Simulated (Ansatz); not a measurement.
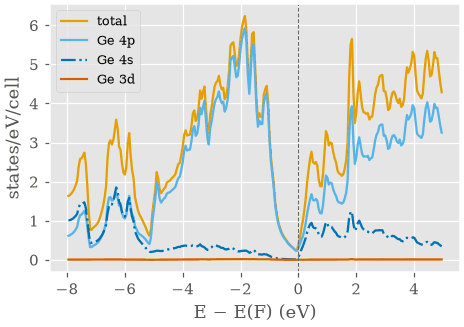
Figure. Total and projected density of states of Ge in space group R-3 (No. 148; Ge on 6c, Ge on 18f), DFT-r²SCAN in the program Ansatz with PAW potentials

Task: Which orbitals carry the states next to the Fermi level?

Result: Within 0.5 eV of the Fermi level: Ge 4p 67 %, Ge 4s 29 %. Projections are on Löwdin-orthogonalised atomic valence shells; empty p or d shells of many metals are not among them.

Task: Where is the tallest occupied peak in this window, and what makes it?

Result: Near -1.8 eV, about 6.2 states/eV per cell; the largest projected share is Ge 4p.

The first step of the workflow began from a Materials Project structure, measured or hypothetical; the Crystallography Open Database copy checked does not list it. It is not the phase usual at ambient conditions (space group No. 227). The r²SCAN relaxation kept the symmetry of its start; of distortions, only those at the zone centre were tested. Scalar-relativistic: spin–orbit coupling is off unless named, which matters more the heavier the elements.

Potentials: the earlier of the program's two PAW sets.
